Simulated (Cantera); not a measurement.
Feed: 1 mol Al2O3, 1.3 mol N2, held at 0.470 bar.

Method: chemical equilibrium by Gibbs-energy minimisation in Cantera with the NASA 1993 tables (ideal gas, pure condensed phases). Candidate condensed phases: Al, AlN, Al2O3; 16 gas species. Equilibrium is a limit: real reactors are often held back by kinetics, nucleation or transport.

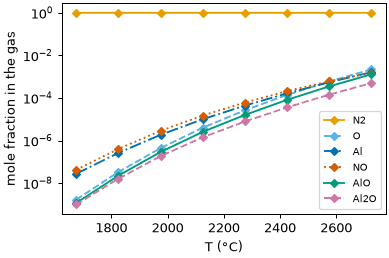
Figure: Equilibrium gas composition (values under 1e-9 drawn at 1e-9)

From 1675 °C to 1975 °C the condensed part is Al2O3(s). From 2125 °C to 2725 °C the condensed part is Al2O3(l). The main Al-bearing gas is Al throughout.
